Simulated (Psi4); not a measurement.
# SVWN5/6-31G(d) (spherical functions) run of Si2H5OF (SMILES O[SiH](F)[SiH3])

Aim: the energy change on altering one bond length of Si2H5OF at SVWN5/6-31G* (spherical functions), from 2 runs. 

The results are computed with Psi4 1.11.

### Step 1. The structure to begin with

The species is Si2H5OF (9 atoms), meant as a singlet with charge 0. As SMILES, `O[SiH](F)[SiH3]`. The coordinates come from a PBE0-D4/def2-TZVP relaxation. This is one conformer, not always the lowest.

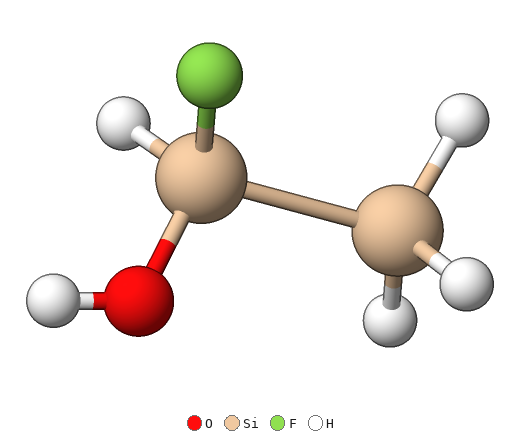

Viewed from a chosen angle; oxygen red, silicon light orange, fluorine green, hydrogen white.

### Step 2. Energy and gradient at SVWN5/6-31G(d) (spherical functions)

fh5osi2.in reads:

```
memory 2200 mb

molecule m {
  O
  Si 1 R2
  F 2 R3 1 A3
  Si 2 R4 3 A4 1 D4
  H 1 R5 2 A5 3 D5
  H 2 R6 3 A6 1 D6
  H 4 R7 2 A7 6 D7
  H 4 R8 7 A8 2 D8
  H 4 R9 8 A9 7 D9

  R2 = 1.636065
  R3 = 1.60331
  A3 = 110.15924
  R4 = 2.339006
  A4 = 109.29643
  D4 = -117.16473
  R5 = 0.958823
  A5 = 118.86173
  D5 = 71.48264
  R6 = 1.48798
  A6 = 105.01799
  D6 = 119.06696
  R7 = 1.487226
  A7 = 109.58651
  D7 = 59.96519
  R8 = 1.487017
  A8 = 108.82201
  D8 = 119.66221
  R9 = 1.486108
  A9 = 109.40302
  D9 = -119.32438
  symmetry c1
  no_reorient
  no_com
}

set {
  basis                6-31G*
  puream               true
  e_convergence        1e-09
  d_convergence        1e-08
  scf_type             pk
  dft_radial_points    99
  dft_spherical_points 590
}

e, wfn = gradient('scf', dft_functional={"name": "SVWN5", "x_functionals": {"LDA_X": {}}, "c_functionals": {"LDA_C_VWN": {}}}, return_wfn=True)
oeprop(wfn, 'MAYER_INDICES', 'DIPOLE', 'WIBERG_LOWDIN_INDICES', title='SCF')
```

Launch:

```
psi4 -n 1 fh5osi2.in fh5osi2.out
```

fh5osi2.out, cut to the lines that bear on the results:

```text
[...]
  Running in c1 symmetry.
[...]
  Nuclear repulsion =  227.836446127082496
[...]
  Multiplicity = 1
[...]
  Nalpha       = 25
  Nbeta        = 25
[...]
    Number of basis functions: 74
[...]
   @RKS iter   1:  -753.31569453691259   -2.03893e-01   1.04133e-02 DIIS/ADIIS
[...]
   @RKS iter  12:  -753.57123558268165   -6.02540e-12   8.26950e-09 DIIS
[...]
    Orbital Energies [Eh]
    ---------------------
    Doubly Occupied:
       1A    -65.151507     2A    -65.085467     3A    -24.079511
       4A    -18.624704     5A     -5.057782     6A     -5.008773
       7A     -3.500955     8A     -3.498858     9A     -3.496894
      10A     -3.448858    11A     -3.448803    12A     -3.448588
      13A     -1.062664    14A     -0.923627    15A     -0.535701
      16A     -0.482506    17A     -0.448779    18A     -0.393343
      19A     -0.376628    20A     -0.350517    21A     -0.317195
      22A     -0.312809    23A     -0.308057    24A     -0.290986
      25A     -0.253437
[...]
  @RKS Final Energy:  -753.57123558268165
   => Energetics <=
    Nuclear Repulsion Energy =            227.8364461270824961
    One-Electron Energy =               -1502.6976476076060862
    Two-Electron Energy =                 580.5482890182479423
    DFT Exchange-Correlation Energy =     -59.2583231204061107
    Empirical Dispersion Energy =           0.0000000000000000
    VV10 Nonlocal Energy =                  0.0000000000000000
    Total Energy =                       -753.5712355826816520
[...]
  -Total Gradient:
     Atom            X                  Y                   Z
    ------   -----------------  -----------------  -----------------
       1       -0.016208404337    -0.005684638824    -0.000251414514
       2       -0.007297655426    -0.005114361292    -0.003906264780
       3       -0.000173509439     0.007856154636    -0.002945429352
       4        0.009373344349     0.004521036691     0.003945479348
       5        0.014767038100     0.004867425454     0.007867701678
       6        0.005007384636    -0.003484053477    -0.002693007401
       7       -0.000692516900    -0.000039123067    -0.004952493648
       8       -0.000381239041    -0.004946166422     0.001279541334
       9       -0.004358034606     0.002009155585     0.001672168001
[...]
 Multipole Moments:
 ------------------------------------------------------------------------------------
     Multipole            Electronic (a.u.)      Nuclear  (a.u.)        Total (a.u.)
 ------------------------------------------------------------------------------------
 L = 1.  Multiply by 2.5417464519 to convert [e a0] to [Debye]
 Dipole X            :         -2.9552464            2.4448760           -0.5103704
 Dipole Y            :         -4.9807562            5.2126018            0.2318456
 Dipole Z            :         -0.4632831            0.1737424           -0.2895407
 Magnitude           :                                                    0.6309233
[...]
```

Run time: 9.9 s. Hardware: 1 thread of AMD EPYC 9R45 (Zen 5), shared host; peak memory 0.51 GiB.

### Step 3. The distorted shape: a single-point energy at SVWN5/6-31G(d) (spherical functions)

calc.py reads:

```python
import psi4

psi4.set_memory(2200000000)
psi4.set_num_threads(1)
psi4.core.set_output_file('run.log', False)

geom = psi4.geometry("""
0 1
O     -0.95508270    -1.45312002     3.13491769
Si    -1.78467247    -0.60236532     0.28067535
F     -3.56876290     1.84369618     0.39727145
Si     1.93147395     0.40240206    -1.89137586
H     -2.19852249    -2.19918390     4.22132124
H     -3.35900330    -2.59564844    -0.92553683
H      1.29595906     1.32742300    -4.46801743
H      3.53150506    -1.89607182    -2.12230039
H      3.56742498     2.69399356    -0.30953714
units bohr
symmetry c1
""")

psi4.set_options({
    'basis': '6-31G*',
    'reference': 'rks',
    'puream': True,
    'e_convergence': 1e-09,
    'd_convergence': 1e-08,
    'scf_type': 'pk',
    'dft_radial_points': 99,
    'dft_spherical_points': 590,
})

e_tot = psi4.energy("scf", dft_functional={"name": "SVWN5", "x_functionals": {"LDA_X": {}}, "c_functionals": {"LDA_C_VWN": {}}}, molecule=geom)
print(f'scf energy: {e_tot:.10f} Eh')
```

Launch:

```
python calc.py
```

run.log, cut to the lines that bear on the results:

```text
[...]
  Running in c1 symmetry.
[...]
  Nuclear repulsion =  226.960617093929073
[...]
  Multiplicity = 1
[...]
  Nalpha       = 25
  Nbeta        = 25
[...]
    Number of basis functions: 74
[...]
   @RKS iter   1:  -753.30442001999597   -2.38556e-01   1.04278e-02 DIIS/ADIIS
[...]
   @RKS iter  12:  -753.56113306803309   -4.32010e-12   8.49601e-09 DIIS
[...]
    Orbital Energies [Eh]
    ---------------------
    Doubly Occupied:
       1A    -65.153707     2A    -65.099369     3A    -24.080672
       4A    -18.625687     5A     -5.059887     6A     -5.018700
       7A     -3.503039     8A     -3.500957     9A     -3.499050
      10A     -3.459384    11A     -3.458837    12A     -3.458561
      13A     -1.063773    14A     -0.924599    15A     -0.536100
      16A     -0.478281    17A     -0.449446    18A     -0.394446
      19A     -0.377426    20A     -0.351363    21A     -0.318676
      22A     -0.310236    23A     -0.298138    24A     -0.291398
      25A     -0.254732
[...]
  @RKS Final Energy:  -753.56113306803309
   => Energetics <=
    Nuclear Repulsion Energy =            226.9606170939290735
    One-Electron Energy =               -1500.8391936383500251
    Two-Electron Energy =                 579.5283628117413173
    DFT Exchange-Correlation Energy =     -59.2109193353535943
    Empirical Dispersion Energy =           0.0000000000000000
    VV10 Nonlocal Energy =                  0.0000000000000000
    Total Energy =                       -753.5611330680330866
[...]
 Multipole Moments:
 ------------------------------------------------------------------------------------
     Multipole            Electronic (a.u.)      Nuclear  (a.u.)        Total (a.u.)
 ------------------------------------------------------------------------------------
 L = 1.  Multiply by 2.5417464519 to convert [e a0] to [Debye]
 Dipole X            :         -5.0537846            4.7796756           -0.2741090
 Dipole Y            :          1.6901324           -2.3238545           -0.6337221
 Dipole Z            :          2.3509081           -2.1849399            0.1659682
 Magnitude           :                                                    0.7101302
[...]
```

Standard output:

```text
scf energy: -753.5611330680 Eh
```

It took 7.2 s on 1 thread of AMD EPYC 9R45 (Zen 5), shared host; peak memory 0.51 GiB.

### Step 4. Outcome

Level: SVWN5/6-31G* (spherical functions).

| quantity | value |
| --- | --- |
| first shape: total energy | -753.57124 Eh |
| first shape: dipole moment | 1.60 D |
| first shape: HOMO energy | -6.90 eV |
| first shape: LUMO energy | -0.68 eV |
| first shape: HOMO–LUMO gap | 6.22 eV |
| first shape: largest force on an atom | 0.896 eV/Å |
| distorted shape: total energy | -753.56113 Eh |
| distorted shape: dipole moment | 1.80 D |
| distorted shape: HOMO energy | -6.93 eV |
| distorted shape: LUMO energy | -0.97 eV |
| distorted shape: HOMO–LUMO gap | 5.96 eV |
| energy change with the Si4–H9 bond stretched from 1.486 to 1.709 Å | 0.275 eV |

In words: With the Si4–H9 bond stretched from 1.486 to 1.709 Å the energy rises by 0.27 eV (26.5 kJ/mol). The first shape isn't relaxed at this level, so the change isn't measured from a minimum. The largest force (first shape) is 0.90 eV/Å: the shape isn't a stationary point for this species at this level.
